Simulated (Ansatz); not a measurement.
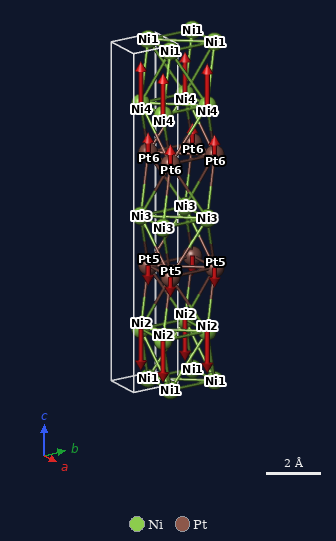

This is a relaxation of solid Ni₂Pt (a generated structure, set up in P-6m2) (coarse preliminary run). The starting structure is drawn; red arrows show the displacements (the part carried along by the change of the cell is left out), 10 times their true length.

The picture is a ball-and-stick view of the cell of the calculation, repeated 2 × 2 × 1 with one cell outlined, seen slightly off an axis.

The calculation used DFT PBE, scalar-relativistic, plane waves, PAW (Ansatz 0.2.0). Set-up: plane-wave cutoff 420 eV; k-point mesh 6 × 6 × 2; occupations gaussian; smearing width 0.1 eV; collinear spin; cell and atoms relaxed; force threshold 0.04 eV/Å; at most 70 steps.

**Describe the change and its energy.**

The largest moves relative to the cell, 0.16 Å, are those of Ni2 and Ni4. Ni4 goes along +c. Largest moves by element: Ni 0.16 Å, Pt 0.08 Å. The volume changes by +6.6 %, with a = b 2.541 → 2.667 Å (+5.0 %), c 12.949 → 12.531 Å (−3.2 %). Near-neighbour distances that change, for instance: Ni1–Ni2 2.610 → 2.466 Å, Pt5–Pt5 2.541 → 2.667 Å, Ni1–Ni1 2.541 → 2.667 Å, Ni2–Pt5 2.610 → 2.662 Å. The space group stays P-6m2 (No. 187). The energy falls by 127 meV per atom in 4 accepted moves (5 points after the start). The largest force component goes from 1.1 to 0.0036 eV/Å. The pressure goes from 21.59 to 0.23 GPa. At 1 point the geometry stayed and the basis and grid were re-selected for the new cell (energy shift of 0.4 meV per atom at most each time). The run took 67 s on 4 threads of Arm Neoverse N1, on a shared host, peak memory 0.5 GiB.

Limits of the set-up: the k-point mesh is coarse for a cell with partly filled bands.
